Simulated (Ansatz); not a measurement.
# KZnF3: optical spectrum from first principles

Wanted: where KZnF3 starts to absorb, how strongly, and its refractive index.

Calculated with Ansatz 0.2.0; DFT, r2SCAN, plane-wave PAW, default files, scalar-relativistic, independent-particle optical response without local fields.

### Step 1. The starting structure

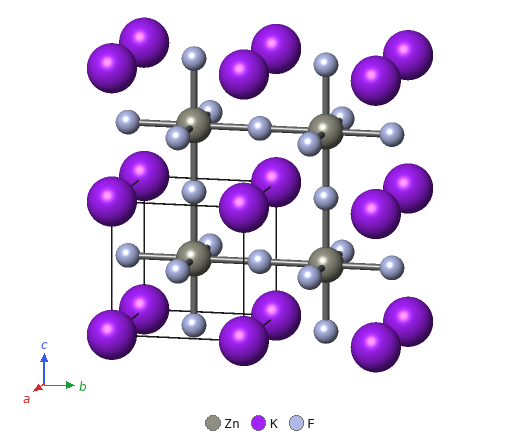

The starting structure, seen slightly off an axis (zinc grey, potassium purple, fluorine light blue). 1×2×2 cells are drawn. Some periodic images of atoms are drawn too.

### Step 2. Ground state and bands

The self-consistent density comes first; it also tells whether there is a gap, which decides the occupations and the need for a Drude term.

This step: DFT, r2SCAN, plane-wave PAW, default files, scalar-relativistic, ground state (Ansatz 0.2.0).

The input, input.yaml:

```yaml
crystal:
  lattice:
    - [4.05, 0.0, 0.0]
    - [0.0, 4.05, 0.0]
    - [0.0, 0.0, 4.05]
  atoms:
    - { symbol: Zn, position: [0.5, 0.5, 0.5] }
    - { symbol: K, position: [0.0, 0.0, 0.0] }
    - { symbol: F, position: [0.5, 0.0, 0.5] }
    - { symbol: F, position: [0.0, 0.5, 0.5] }
    - { symbol: F, position: [0.5, 0.5, 0.0] }
kpoints:
  mp_grid: { grid: [6, 6, 6] }
  band_path:
    path:
      - [[0.0, 0.0, 0.0], [0.0, 0.5, 0.0], [0.5, 0.5, 0.0], [0.0, 0.0, 0.0], [0.5, 0.5, 0.5], [0.0, 0.5, 0.0]]
      - [[0.5, 0.5, 0.0], [0.5, 0.5, 0.5]]
    npoints: 8
scf:
  occupations: { method: fermi_dirac, width: 0.05 }
  n_extra_bands: 9
hamiltonian:
  xc: r2scan
  pseudopotentials: { kind: paw }
output:
  forces: true
  stress: true
  populations: true
  write_bands: true
```

On the command line:

```bash
$ ansatz run input.yaml --threads 4 --pin off --max-ram 8192MiB --backend cpu --events-out ev --progress --plain --runs-dir out
```

Numbers of over 12 decimals in the logs are rounded to 6 here.

The program printed:

```text
scf.n_extra_bands = 9 over 21 filled bands (N_el = 42.0): the run solves 30 bands
Engine: ansatz 0.2.0, x86_64-unknown-linux-gnu
Pseudopotentials: kind: paw
Pseudopotential: Zn, paw, valence charge 12, recommended cutoff 500 eV (meta_gga), Zn.paw.azcp
Pseudopotential: K, paw, valence charge 9, recommended cutoff 500 eV (meta_gga), K.paw.azcp
Pseudopotential: F, paw, valence charge 7, recommended cutoff 500 eV (meta_gga), F.paw.azcp
Functional definition: r2SCAN
  parameter k0 = 0.174
  parameter k1 = 0.065
  parameter a1 = 4.9479
  exchange = r2scan_x(k0 = k0, k1 = k1, a1 = a1)
  correlation = r2scan_c
Crystal: 5 atoms, lattice volume = 66.430 Å³
Basis set: ecut = 500 eV, 1743 PW (Γ), exchange–correlation on 120×120×120 points (64 copies of the dense FFT grid, shifted against one another)
Bands: 30, of which v1, the nominal top of the filled ones, is band 21 counted from 1 (20 counted from 0)
Symmetry: 48 space group operations
Space group: Pm-3m (ITA 221), of the structure as read, at distance tolerance 4.1e-5 Å
k-points: 20 of 216
Non-local potential: Zn, projectors of the file, l = 0: 2, l = 1: 2, l = 2: 3, l = 3: 1
Non-local potential: K, projectors of the file, l = 0: 3, l = 1: 2, l = 2: 2
Non-local potential: F, projectors of the file, l = 0: 2, l = 1: 2, l = 2: 1
PAW form: soft (Blöchl's): semilocal exchange-correlation on the pseudo side does not see the compensation charge
PAW frozen core: Zn, regenerated for the run's functional (the file was generated under x = pbe(κ = 0.804, μ = 0.219515), c = pbe(β = 0.066725))
PAW frozen core: K, regenerated for the run's functional (the file was generated under x = pbe(κ = 0.804, μ = 0.219515), c = pbe(β = 0.066725))
PAW frozen core: F, regenerated for the run's functional (the file was generated under x = pbe(κ = 0.804, μ = 0.219515), c = pbe(β = 0.066725))
PAW one-centre angular grid: Zn, 590 points (default); XC on 261 of its mesh's 2673 points in the sphere
PAW one-centre angular grid: K, 302 points (default); XC on 160 Gauss nodes
PAW one-centre angular grid: F, 302 points (default); XC on 160 Gauss nodes
Initial density: superposition of atomic densities (neutral atoms: chi_scale 0, normalization atom), corrected by the library's trained network
Initial wavefunctions: pseudopotential atomic-orbital guess
Functional: x = r2scan, c = r2scan; τ floored in thin density (d = 2e-4 eV/Å³)
SCF iter   1: F=—  HF=-7302.848317 eV  |F-HF|=—  |Δ(HF+E_count)|=         —  Δρ=1.30e-2  dr2=6.20e-2  dr2_τ=8.36e-2  ethr=1.77e-3  ⟨swp⟩=5.8  Hψ=3014  notcnv=0  defer=6
preconditioner: auto → Resta (q_TF=auto, 2.528 Å⁻¹)  ε∞=3.2  [insulator: Δε(μ)=4.832 eV  Ē_g=19.911 eV  σ=0.050 eV  W_gap=1.00  n_scr=18 (ndim 8)  ℏωp=29.5 eV  f_vac=0.051  D(μ)=0.00/eV (n_scr^D=0)  ε∞_Penn≈3.2]
SCF iter   2: F=—  HF=-7302.896922 eV  |F-HF|=—  |Δ(HF+E_count)|=   4.86e-2  Δρ=3.90e-3  dr2=5.43e-3  dr2_τ=8.95e-4  ethr=1.48e-4  ⟨swp⟩=2.0  Hψ=1259  notcnv=0  defer=54
SCF iter   3: F=—  HF=-7302.896087 eV  |F-HF|=—  |Δ(HF+E_count)|=   8.36e-4  Δρ=2.84e-3  dr2=2.28e-3  dr2_τ=1.71e-4  ethr=1.29e-5  ⟨swp⟩=2.0  Hψ=817  notcnv=0  defer=54
SCF iter   4: F=—  HF=-7302.895602 eV  |F-HF|=—  |Δ(HF+E_count)|=   4.84e-4  Δρ=4.42e-4  dr2=1.31e-4  dr2_τ=2.02e-5  ethr=5.43e-6  ⟨swp⟩=2.1  Hψ=771  notcnv=0  defer=54
SCF iter   5: F=—  HF=-7302.895564 eV  |F-HF|=—  |Δ(HF+E_count)|=   3.79e-5  Δρ=1.69e-4  dr2=9.51e-6  dr2_τ=1.84e-6  ethr=3.13e-7  ⟨swp⟩=2.0  Hψ=899  notcnv=0  defer=54
SCF iter   6: F=—  HF=-7302.895579 eV  |F-HF|=—  |Δ(HF+E_count)|=   1.44e-5  Δρ=3.37e-5  dr2=7.60e-7  dr2_τ=1.03e-7  ethr=2.26e-8  ⟨swp⟩=2.2  Hψ=868  notcnv=0  defer=54
SCF iter   7: F=-7302.895579 eV  HF=-7302.895579 eV  |F-HF|=1.66e-8  |Δ(HF+E_count)|=   8.82e-8  Δρ=4.89e-6  dr2=6.39e-9  dr2_τ=1.58e-9  ethr=2.38e-10  ⟨swp⟩=8.8  Hψ=3084  notcnv=0
SCF 1 converged in 7 iterations: F = -7302.895579 eV  dr2 = 6.39e-9
  greatest PAW one-centre occupation: 0.994 electrons in one spin orbital (limit 2), on the Zn atom at site 0 (counted from 0), in its partial waves of l = 2
NSCF: frozen V_eff on 50 k-points
SCF converged after 7 iterations
Free energy (F): -7302.895579 eV
Harris-Foulkes:  -7302.895579 eV  (|F-HF|=1.66e-8)
Internal energy: -7302.895579 eV  (E = F + TS)
E sigma→0 (E₀):  -7302.895579 eV
Fermi energy:    6.122004 eV
--- Per-component energies (eV) ---
  E_band       = -182.294789
  E_kinetic    = 1010.315555
  E_local      = -4065.220423  (includes V_loc(G=0)·N_el)
  E_nonlocal   = 860.018603
  E_hartree    = 1610.425339
  E_xc         = -495.069437
  E_vxc        = -587.488174  (∫ρ·V_xc dr)
  E_paw        = -3256.751205  (= ΣΔE_a)
  E_vpaw       = -660.134906  (= ΣTr[D̂ρ^β])
  E_aug_tail   = 0.003155  (compensation charges beyond the density's cutoff)
  E_vtau       = 39.360339  (kinetic-family band-sum trace: ∫τ·v_τ [+ j·A + Jᵃ·Aᵃ] dr)
  E_ewald      = -2966.144187
  E_core_change = -0.472978  (= ΣΔE_core)
  E_smearing   = -0.000000  (= −TS)
  E_closure    = -0.000000  (closes the sum)
  Σ components = -7302.895579   (vs F -7302.895579, Δ=0.00e0)
--- Forces (eV/Å), atoms counted from 1 ---
  atom   1  Zn     0.00000000     0.00000000    -0.00000000
  atom   2  K     -0.00000000    -0.00000000    -0.00000000
  atom   3  F      0.00000000    -0.00000000     0.00000000
  atom   4  F      0.00000000    -0.00000000     0.00000000
  atom   5  F     -0.00000000     0.00000000    -0.00000000
  max |Σ_I F_I| component: 1.99e-29 eV/Å
--- Stress (GPa, compression-positive) ---
       -0.225662       0.000000       0.000000
       -0.000000      -0.225662       0.000000
        0.000000       0.000000      -0.225662
  P = ⅓ Tr σ = -0.2257 GPa (-2.257 kbar)
--- Band table (eV; the first three rows and the last of 20) ---
  k-point 0: bands = [... 17 lower, 1.5497, 1.7808, 1.7808, 1.7808, 8.3665, 13.0808, 13.0808, 14.0588, ... 5 higher]
  k-point 1: bands = [... 17 lower, 1.5930, 1.8034, 1.8034, 1.8411, 8.8920, 13.3060, 13.3076, 14.3155, ... 5 higher]
  k-point 2: bands = [... 17 lower, 1.6100, 1.8952, 1.8952, 2.0890, 10.1610, 13.2854, 13.7879, 15.3436, ... 5 higher]
  k-point 19: bands = [... 17 lower, 2.1351, 2.1351, 3.7366, 3.7366, 12.9837, 12.9837, 12.9837, 14.9512, ... 5 higher]
--- Löwdin populations: 5 sites ---
  site symbol       q [e]
     0     Zn     10.4066
     1      K      8.1799
     2      F      7.7459
     3      F      7.7459
     4      F      7.7459
  spilling = 0.004188 (of n_electrons = 42.000000)
```

It took 3.5 s on 4 threads of Intel Xeon at 2.70GHz, shared host; peak memory 0.53 GiB.

Reading the cycles: dr2 is the Hartree energy of the density residual (eV), the measure of convergence; HF is the Harris–Foulkes estimate of the energy, which meets the free energy F at convergence.

Read-outs, printed or worked out from the files:

```
free energy                  : -7302.8956 eV
Fermi energy                 : 6.122 eV
gap by band count            : 4.630 eV
electrons                    : 42
symmetry operations          : 48
pressure                     : -0.2257 GPa
gap on the k-mesh            : 4.630 eV
volume                       : 66.43 Å³
gap on the path              : 4.630 eV
least direct gap on the path : 6.586 eV
```

There is a gap, 4.63 eV on the path, so no carriers' term is needed. The cell is left with a pressure of -0.2 GPa, as it stands unrelaxed at this level.

The electronic bands at the labelled points (eV, zero at the Fermi level; v1 is the highest filled band, c1 the lowest empty one):

| point | v4 | v3 | v2 | v1 | c1 | c2 | c3 | c4 |
| --- | --- | --- | --- | --- | --- | --- | --- | --- |
| Γ | -4.57 | -4.34 | -4.34 | -4.34 | 2.24 | 6.96 | 6.96 | 7.94 |
| X | -4.52 | -4.17 | -4.17 | -3.90 | 5.02 | 6.67 | 7.92 | 9.50 |
| M | -4.26 | -4.26 | -4.00 | -2.39 | 6.50 | 8.46 | 8.65 | 8.65 |
| Γ | -4.57 | -4.34 | -4.34 | -4.34 | 2.24 | 6.96 | 6.96 | 7.94 |
| R | -3.99 | -3.99 | -2.38 | -2.38 | 6.86 | 6.86 | 6.86 | 8.83 |
| X | -4.52 | -4.17 | -4.17 | -3.90 | 5.02 | 6.67 | 7.92 | 9.50 |
| jump to M | -4.26 | -4.26 | -4.00 | -2.39 | 6.50 | 8.46 | 8.65 | 8.65 |
| R | -3.99 | -3.99 | -2.38 | -2.38 | 6.86 | 6.86 | 6.86 | 8.83 |

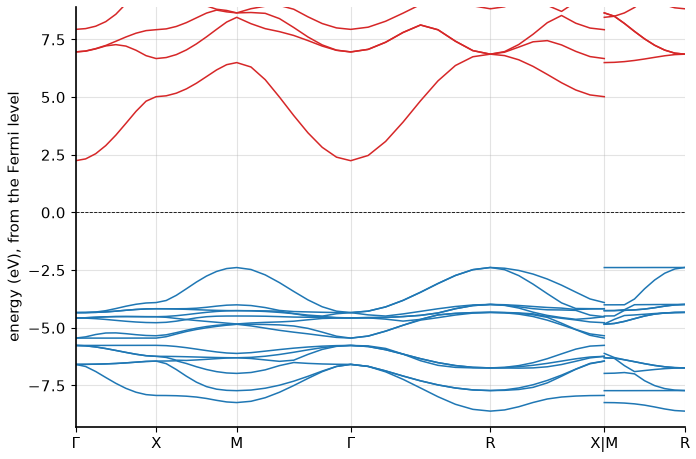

Electronic bands along the path; lines of filled and empty bands in two colours.

### Step 3. Spectrum

The spectrum is a sum over vertical transitions between filled and empty bands at the fixed density, so many empty bands are needed.

This step: DFT, r2SCAN, plane-wave PAW, default files, scalar-relativistic, independent-particle optical response without local fields (Ansatz 0.2.0).

input.yaml, the sections that differ from step 2:

```yaml
kpoints:
  mp_grid: { grid: [6, 6, 6] }
scf:
  occupations: { method: fixed }
output:
  optics:
    e_range: [0, 14]
    de: 0.05
    sigma: 0.1
    nscf_kmesh: { grid: [6, 6, 6] }
    bands: { spectra_wanted_up_to: 14 }
# crystal, hamiltonian: as in step 2
```

The program printed:

```text
[...]
Crystal: 5 atoms, lattice volume = 66.430 Å³
Basis set: ecut = 500 eV, 1743 PW (Γ), exchange–correlation on 120×120×120 points (64 copies of the dense FFT grid, shifted against one another)
Bands: 26, of which v1, the nominal top of the filled ones, is band 21 counted from 1 (20 counted from 0)
[... 1 set-up line as in the run before ...]
[...]
k-points: 20 of 216
[...]
SCF iter   1: F=—  HF=-7302.848128 eV  |F-HF|=—  |Δ(HF+E_count)|=         —  Δρ=1.29e-2  dr2=6.12e-2  dr2_τ=8.33e-2  ethr=1.77e-3  ⟨swp⟩=4.8  Hψ=2146  notcnv=0  defer=41
[...]
SCF iter  10: F=-7302.895579 eV  HF=-7302.895579 eV  |F-HF|=1.82e-12  |Δ(HF+E_count)|=  1.36e-11  Δρ=2.02e-8  dr2=1.88e-13  dr2_τ=2.03e-14  ethr=1.00e-12  ⟨swp⟩=8.2  Hψ=1911  notcnv=0
SCF 1 converged in 10 iterations: F = -7302.895579 eV  dr2 = 1.88e-13
[...]
NSCF: frozen V_eff on 20 k-points
output.optics: what the bands over the 42 summed would add to eps1, eps2 and the energy-loss function is held between a lower and an upper bound (8 Lanczos steps). eps1, eps2 and their loss function (loss_summed_bands) are given on every row as the summed bands alone make them. Along an axis, on a row where the two bounds hold the loss function to about 1 % of the greater of itself and 0.5 % of |1/eps|, its cell (loss_completed) is given, with the completed eps1 and eps2 that it is formed of (a cell that is left empty reads nan in the table and null in the record). The two bounds hold it so along every axis on all 281 rows up to 14.000 eV. [rest of the remark cut]
SCF converged after 10 iterations
Free energy (F): -7302.895579 eV
[...]
Internal energy: -7302.895579 eV  (E = F + TS)
E sigma→0 (E₀):  -7302.895579 eV
Fermi energy:    3.736459 eV
[...]
--- Band table (eV; the first three rows and the last of 20) ---
  k-point 0: bands = [... 17 lower, 1.5497, 1.7807, 1.7807, 1.7807, 8.3664, 13.0808, 13.0808, 14.0588, ... 1 higher]
  k-point 1: bands = [... 17 lower, 1.5929, 1.8034, 1.8034, 1.8411, 8.8920, 13.3060, 13.3076, 14.3155, ... 1 higher]
  k-point 2: bands = [... 17 lower, 1.6100, 1.8951, 1.8951, 2.0888, 10.1610, 13.2854, 13.7879, 15.3436, ... 1 higher]
  k-point 19: bands = [... 17 lower, 2.1351, 2.1351, 3.7365, 3.7365, 12.9837, 12.9837, 12.9837, 14.9511, ... 1 higher]
```

It took 15 s on 4 threads; peak memory 0.83 GiB; 54 s of CPU time.

Numbers from this step:

```
electronic dielectric constant ε∞, mean over x, y and z (by symmetry where fewer were run) : 2.304
absorption onset, first axis (α over 10⁴ cm⁻¹, or the direct gap if that lies higher)      : 6.586 eV
least direct gap on the mesh                                                               : 6.586 eV
bands summed                                                                               : 42
spectra valid up to                                                                        : 25.35 eV
program's estimate of the k-sum error in Im epsilon                                        : 0.11 %
electrons in the f-sum                                                                     : 16.14
```

The Im ε, any direction has structure finer than the step of the table below, so its rows give means over 0.5 eV, whole bins alone (the curve runs from 0 to 14 eV). Peaks (eV: height): 8.65: 1.54, 9.50: 1.37, 11.90: 1.87.

The Im ε, any direction by photon energy; means over each step:

| photon energy (eV) | Im ε, any direction |
| --- | --- |
| 6.0 | 0 |
| 6.5 | 0.0920 |
| 7.0 | 0.617 |
| 7.5 | 0.921 |
| 8.0 | 1.11 |
| 8.5 | 1.37 |
| 9.0 | 0.995 |
| 9.5 | 1.20 |
| 10.0 | 0.783 |
| 10.5 | 0.879 |
| 11.0 | 0.824 |
| 11.5 | 1.30 |
| 12.0 | 1.78 |
| 12.5 | 1.20 |
| 13.0 | 0.669 |
| 13.5 | 1.01 |

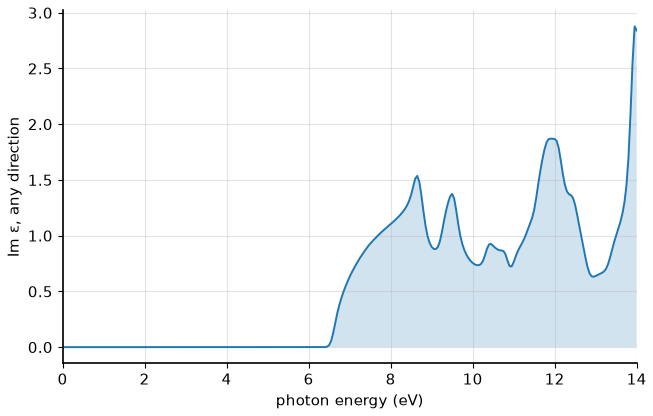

Im ε, any direction, plotted against photon energy.

Table of Re ε, any direction by photon energy:

| photon energy (eV) | Re ε, any direction |
| --- | --- |
| 0 | 2.30 |
| 1 | 2.31 |
| 2 | 2.33 |
| 3 | 2.38 |
| 4 | 2.45 |
| 5 | 2.56 |
| 6 | 2.80 |
| 7 | 3.26 |
| 8 | 2.88 |
| 9 | 2.26 |
| 10 | 2.18 |
| 11 | 2.57 |
| 12 | 2.07 |
| 13 | 2.08 |
| 14 | 1.82 |

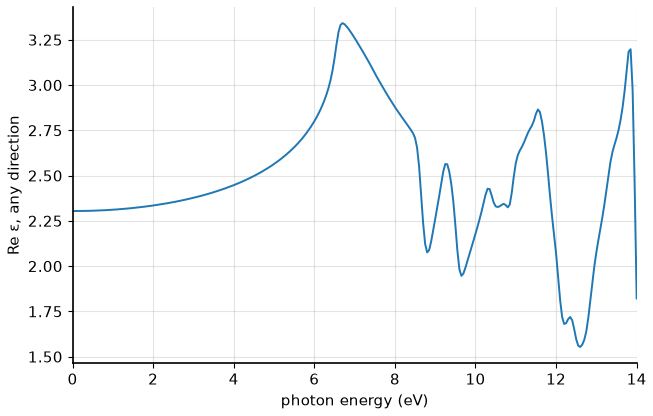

Re ε, any direction, plotted against photon energy.

The reflectivity at normal incidence, any direction has structure finer than the step of the table below, so its rows give means over 1 eV, whole bins alone (the curve runs from 0 to 14 eV). Peaks (eV: height): 8.6: 8.83, 9.4: 7.71, 11.8: 10.1.

Table of reflectivity at normal incidence, any direction by photon energy; means over each step:

| photon energy (eV) | reflectivity at normal incidence, any direction (%) |
| --- | --- |
| 1 | 4.27 |
| 2 | 4.37 |
| 3 | 4.55 |
| 4 | 4.85 |
| 5 | 5.36 |
| 6 | 6.46 |
| 7 | 8.60 |
| 8 | 8.43 |
| 9 | 7.07 |
| 10 | 5.56 |
| 11 | 6.63 |
| 12 | 8.68 |
| 13 | 4.97 |

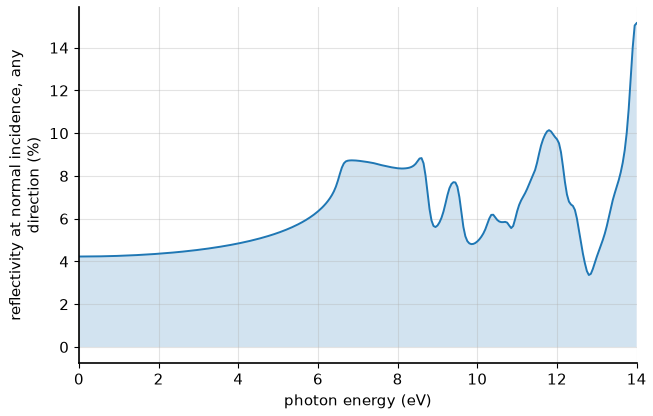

Reflectivity at normal incidence, any direction, plotted against photon energy.

Refractive index n and extinction k against photon energy:

| photon energy (eV) | n | k |
| --- | --- | --- |
| 0 | 1.52 | 0 |
| 1 | 1.52 | 0 |
| 2 | 1.53 | 0 |
| 3 | 1.54 | 0 |
| 4 | 1.56 | 0 |
| 5 | 1.60 | 0 |
| 6 | 1.67 | 0 |
| 7 | 1.81 | 0.174 |
| 8 | 1.73 | 0.320 |
| 9 | 1.53 | 0.294 |
| 10 | 1.50 | 0.252 |
| 11 | 1.62 | 0.235 |
| 12 | 1.56 | 0.599 |
| 13 | 1.46 | 0.219 |
| 14 | 1.61 | 0.881 |

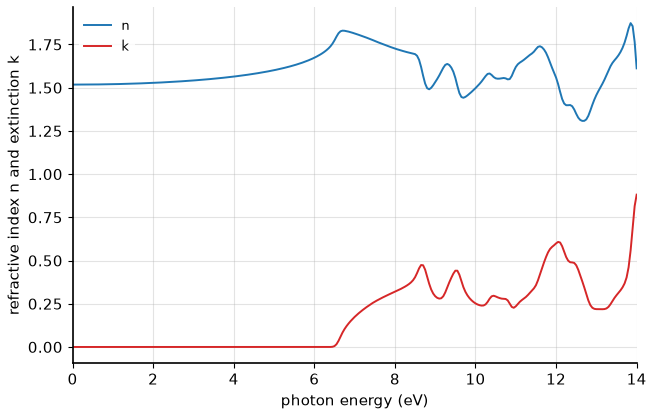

Refractive index n and extinction k against photon energy.

The loss function −Im 1/ε at q → 0, any direction has structure finer than the step of the table below, so its rows give means over 1 eV, whole bins alone (the curve runs from 0 to 14 eV). Peaks (eV: height): 8.8: 0.214, 9.6: 0.226, 12.6: 0.309.

Table of loss function −Im 1/ε at q → 0, any direction by energy loss; means over each step:

| energy loss (eV) | loss function −Im 1/ε at q → 0, any direction |
| --- | --- |
| 5 | 0 |
| 6 | 6.9e-5 |
| 7 | 0.0529 |
| 8 | 0.117 |
| 9 | 0.167 |
| 10 | 0.160 |
| 11 | 0.124 |
| 12 | 0.232 |
| 13 | 0.175 |

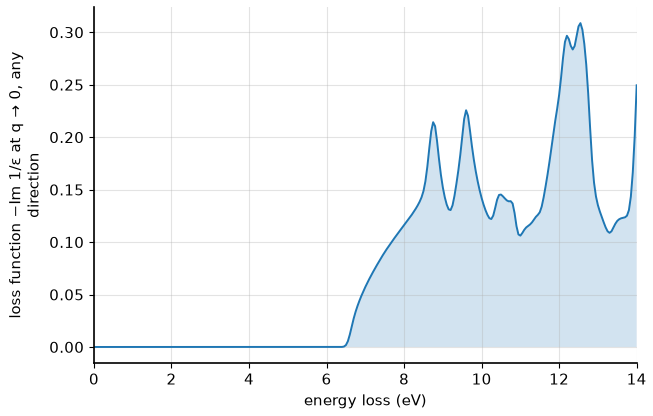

Loss function −Im 1/ε at q → 0, any direction, plotted against energy loss.

From ε follow the optical constants at some laser and lamp lines:

| wavelength (nm) | n | k | R (%) | 1/α |
| --- | --- | --- | --- | --- |
| 1064 | 1.52 | 0.000 | 4.3 | over 1 mm |
| 633 | 1.53 | 0.000 | 4.4 | over 1 mm |
| 532 | 1.53 | 0.000 | 4.4 | over 1 mm |
| 450 | 1.54 | 0.000 | 4.5 | over 1 mm |
| 365 | 1.55 | 0.000 | 4.6 | over 1 mm |
| 308 | 1.57 | 0.000 | 4.9 | over 1 mm |
| 248 | 1.60 | 0.000 | 5.3 | over 1 mm |

A film 1 µm thick would pass 92 % of daylight and look colourless in transmission (x = 0.313, y = 0.329).

### Step 4. Summary of results

- gap on the path: 4.63 eV
- least direct gap on the path: 6.59 eV
- electronic dielectric constant ε∞, mean over x, y and z (by symmetry where fewer were run) (independent particles): 2.30
- absorption onset, first axis (α over 10⁴ cm⁻¹, or the direct gap if that lies higher): 6.59 eV

**Reading.** At this level (r2SCAN, independent particles) KZnF3 has ε∞ = 2.30 and n = 1.52 at 1550 nm; absorption sets in near 6.6 eV. The gap is indirect (4.63 eV), so absorption without phonons can begin only at the direct gap of 6.59 eV. Absorption passes 10⁴ cm⁻¹ from the direct gap on, 6.59 eV, in the ultraviolet, so the visible is passed. Distinct maxima of Im ε, read by a parabola through the highest points, lie at 8.64 eV (1.5), 9.49 eV (1.4), 10.43 eV (0.93) and 11.91 eV (1.9). A film 1 µm thick would pass 92 % of daylight and look colourless in transmission (x = 0.313, y = 0.329). Excitons and phonon-assisted transitions are missing, and so are local fields; r2SCAN gaps are as a rule too small, which pulls the onset down and ε∞ up. In the base run ε includes the program's bounded estimate of what the bands above those summed add.

[Logs are printed without paths, hosts, clocks, repeated set-up lines and the standing remarks that a program may print on its own settings, such as how far it seeks lower states.]

[Hosts, paths, dates, database ids (printed as entryN), source tags and the programs' standing remarks are cut or masked in the printed files.]
